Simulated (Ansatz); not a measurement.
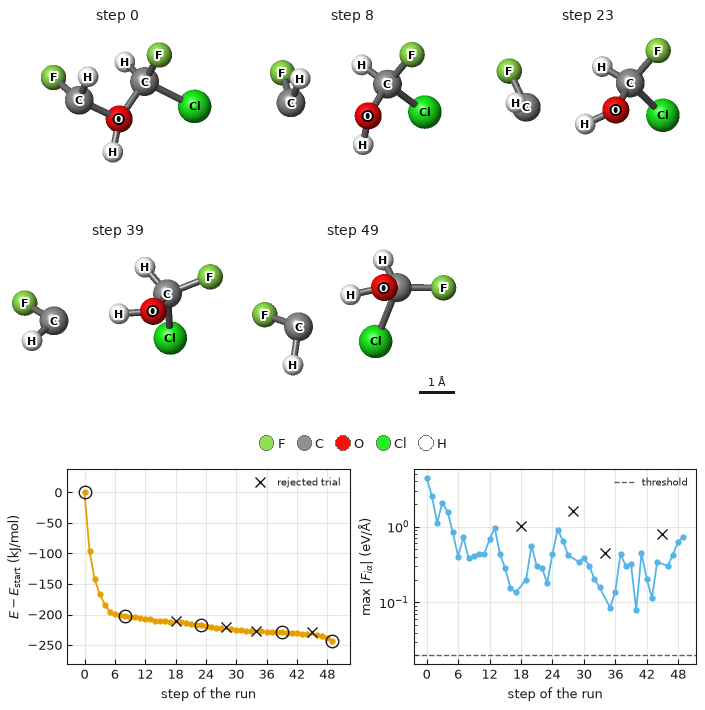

Frames of a relaxation of C₂H₃ClF₂O, marked on the history of the run. Style: ball-and-stick. Shown at a tilt.

The run prepares an end point of a later path (hydrogen shift) calculation, from a guessed geometry.

The calculation used Ansatz 0.2.0, UKS PBE0/6-31G*. (collinear spin; force threshold 0.02 eV/Å; at most 50 steps)

Question: Describe the path.

Answer: The relaxation stopped without meeting its thresholds, so the last structure isn't shown to be converged. It used up its limit of 50 steps. The atom that moves furthest after the best rigid fit is an H atom (2.46 Å). By element the largest moves are H 2.46 Å, O 1.84 Å, F 1.80 Å, Cl 1.67 Å, C 0.59 Å. Among the contacts that change: C–O 1.441 → 2.765 Å, C–C 2.270 → 3.201 Å, C–Cl 1.824 → 1.891 Å, C–O 1.391 → 1.327 Å. Bonds break: C–O (1.44 → 2.77 Å). Among the angles between lasting bonds that change: C–O–H 154.7° → 108.2°, O–C–H 111.0° → 116.6°, F–C–H 108.9° → 103.8°. Over 45 accepted moves (49 points after the start) the energy falls by 242.8 kJ/mol. The largest force component goes from 4.4 to 0.74 eV/Å. The line search rejected the trial steps at points 18, 28, 34, 45 of the run. From step 0 to 8: C and H atoms move most (0.69 Å), energy −202.2 kJ/mol. From step 8 to 23: an H atom moves most (0.85 Å), energy −15.5 kJ/mol. From step 23 to 39: F and H atoms move most (0.84 Å), energy −11.3 kJ/mol. From step 39 to 49: the Cl atom moves most (1.15 Å), energy −13.7 kJ/mol.

| step | E − E(0), kJ/mol | largest force component, eV/Å | note |
| --- | --- | --- | --- |
| 0 | 0.00 | 4.4376 |  |
| 1 | -96.66 | 2.5452 |  |
| 2 | -142.07 | 1.1348 |  |
| 3 | -166.25 | 2.0728 |  |
| 4 | -183.70 | 1.5689 |  |
| 5 | -196.03 | 0.8403 |  |
| 6 | -199.76 | 0.4040 |  |
| 7 | -200.80 | 0.7241 |  |
| 8 | -202.20 | 0.3881 |  |
| 9 | -203.73 | 0.4079 |  |
| 10 | -204.86 | 0.4357 |  |
| 12 | -206.97 | 0.6779 |  |
| 14 | -209.84 | 0.4334 |  |
| 16 | -210.95 | 0.1550 |  |
| 18 | -211.23 | 1.0205 | rejected |
| 20 | -213.57 | 0.5637 |  |
| 22 | -216.37 | 0.2873 |  |
| 24 | -219.32 | 0.4337 |  |
| 26 | -221.62 | 0.6526 |  |
| 28 | -220.08 | 1.6159 | rejected |
| 31 | -226.09 | 0.3056 |  |
| 33 | -227.09 | 0.1582 |  |
| 35 | -227.60 | 0.0855 |  |
| 37 | -228.29 | 0.4399 |  |
| 39 | -229.02 | 0.3175 |  |
| 41 | -230.19 | 0.4454 |  |
| 43 | -231.61 | 0.1148 |  |
| 45 | -229.43 | 0.7966 | rejected |
| 47 | -235.31 | 0.4284 |  |
| 49 | -242.76 | 0.7373 |  |
